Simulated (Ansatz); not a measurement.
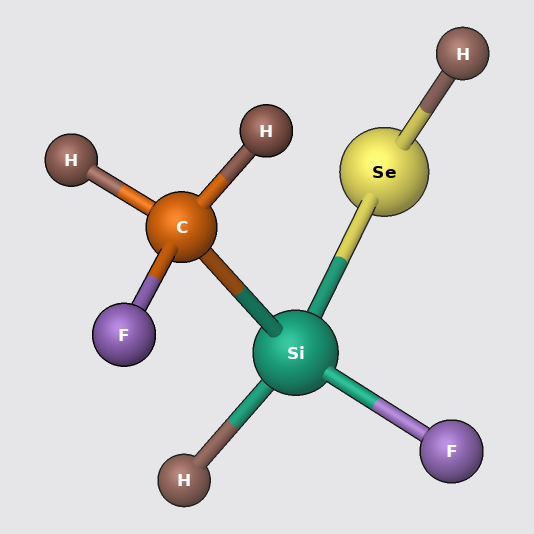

The picture shows a molecular structure as a ball-and-stick model. Every bond is drawn as one stick, whatever its order.

Identify the structure.

Formula CH4F2SeSi. As SMILES it reads `FC[Si@H](F)[SeH]`. It has no ring. Among its groups: C–F bond, Si–H bond. This geometry has C1 symmetry. Coordination: 1 C tetrahedral; 1 Si tetrahedral; 1 Se bent.

The parts below concern this one geometry. Atoms keep their numbers from picture to picture. The computed structure is the end point of a PBE0-D4/def2-TZVP optimisation.

### Geometry

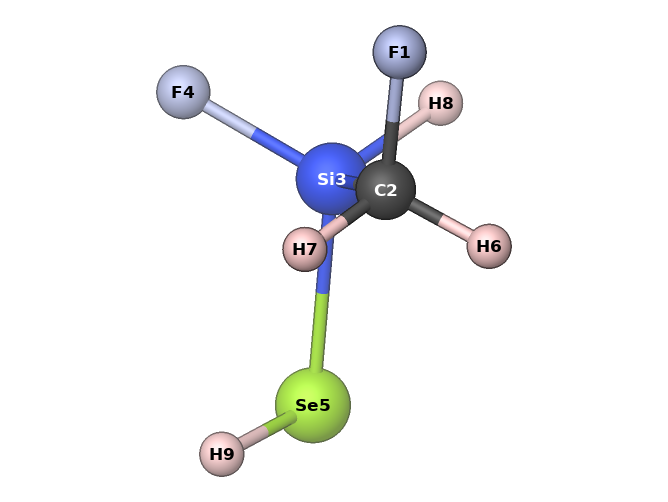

Si3 lies behind C2. The molecule seen a little off the C2–Si3 bond, C2 in front. Distant atoms are faded towards the background colour.

What is the torsion angle F1–C2–Si3–Se5? The sign is positive where the front bond must turn clockwise to cover the back bond.

179°, antiperiplanar (anti). The bonds about C2–Si3 are staggered.

### Dipole moment

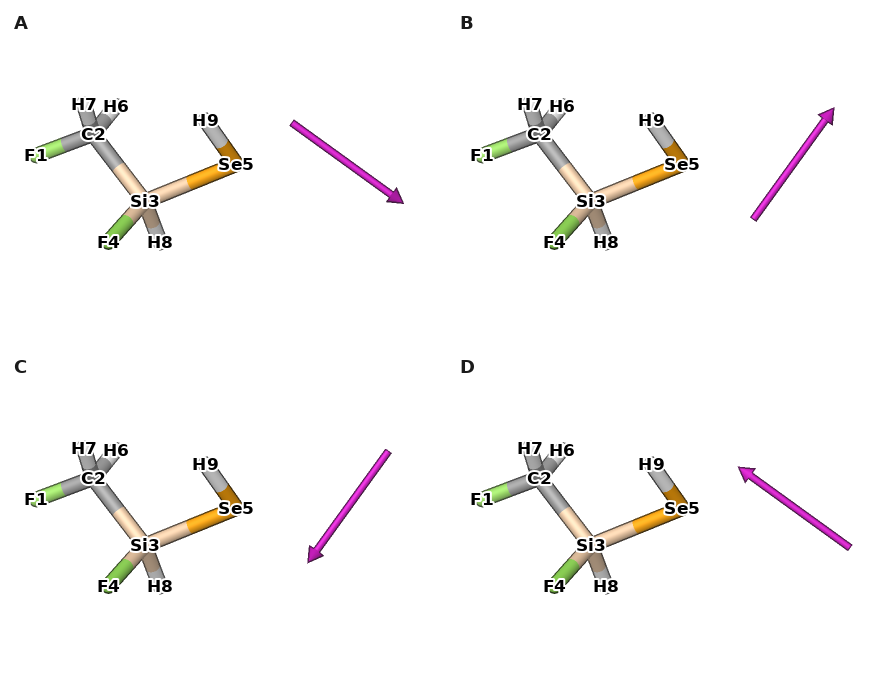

The same molecule four times, each with an arrow. Level of theory: RKS ωB97M-V/def2-TZVPP (Ansatz 0.2.0).

Which arrow points along the dipole moment, from the negative to the positive end?

B. The dipole moment is 1.92 D; it points from the side of F4 to the side of H9 (the outermost atoms at the two ends).

### Vibrations

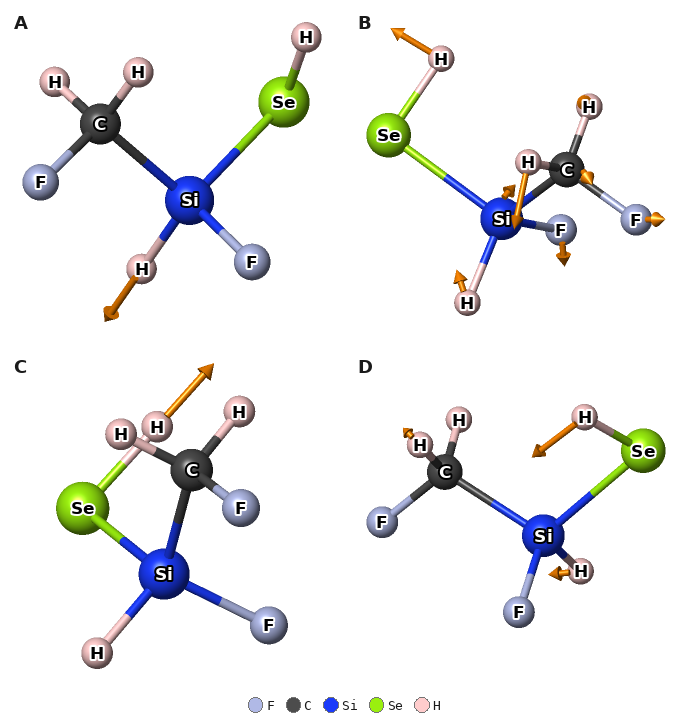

4 normal modes of one molecule or complex, as arrows. Harmonic vibrations computed with RKS PBE0-D4/def2-TZVP (Ansatz 0.2.0) at a stationary point of the same level.

Match the panels to the wavenumbers 236 cm⁻¹, 609 cm⁻¹, 2267 cm⁻¹, 2436 cm⁻¹.

A: 2267 cm⁻¹, Si–H stretching
B: 236 cm⁻¹
C: 2436 cm⁻¹, Se–H stretching
D: 609 cm⁻¹, H–Se–Si bending

### Charges

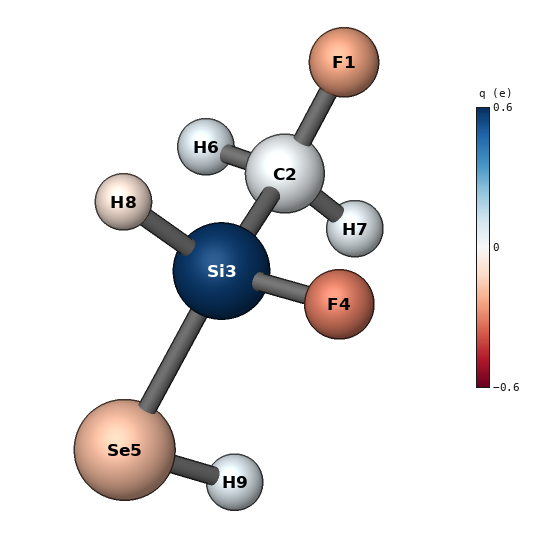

Atoms are coloured by their Mulliken charges. Properties computed with RKS r2SCAN-D4/def2-TZVPP (Ansatz 0.2.0).

List the Mulliken charges.

```json
{"atom": "F1", "value (e)": "−0.24"}
{"atom": "C2", "value (e)": "0.03"}
{"atom": "Si3", "value (e)": "0.58"}
{"atom": "F4", "value (e)": "−0.31"}
{"atom": "Se5", "value (e)": "−0.19"}
{"atom": "H6", "value (e)": "0.07"}
{"atom": "H7", "value (e)": "0.06"}
{"atom": "H8", "value (e)": "−0.08"}
{"atom": "H9", "value (e)": "0.07"}
```

Mulliken values depend strongly on the basis set and can even reverse the polarity of a bond.
